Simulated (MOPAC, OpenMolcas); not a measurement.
# A ladder of methods for GaH2ClO (SMILES [OH][GaH][Cl])

GaH2ClO has 5 atoms, charge 0, and is taken as a singlet. As SMILES, `[OH][GaH][Cl]`. The coordinates come from a PBE0-D4/def2-TZVP relaxation. This is one conformer, not always the lowest.

```xyz
5

O    -1.1524    0.5160   -0.4969
Ga    0.4700    0.2081    0.1462
Cl    0.9275   -1.8566    0.5046
H    -1.6723   -0.2818   -0.6223
H     1.4772    1.3406    0.4269
```

Quantity: the dipole moment, in D. The values are calculated.

```csv
level,kind,program,value (D),CPU time
AM1,semi-empirical,MOPAC,1.20,under 2 s
HF/def2-SVPD,Hartree–Fock,OpenMolcas,0.57,13 s
SVWN5/def2-SVPD,LDA,OpenMolcas,0.53,20 s
BLYP/def2-SVPD,GGA,OpenMolcas,0.52,27 s
TPSS/def2-SVPD,meta-GGA,OpenMolcas,0.55,35 s
r2SCAN/def2-SVPD,meta-GGA,OpenMolcas,0.56,31 s
M06-2X/def2-SVPD,hybrid meta-GGA,OpenMolcas,0.54,33 s
```

All-electron rows without a relativistic Hamiltonian named are non-relativistic. The values span 0.52 to 1.20 D. Magnitudes only. Times are those of the runs behind each value, whatever else they computed, on shared processors of several kinds: orders of magnitude only.

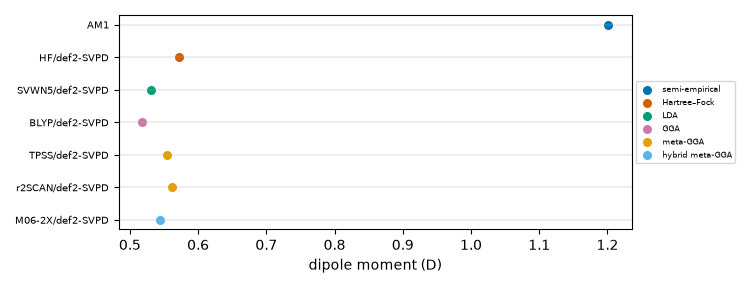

The values of the table, level by level.
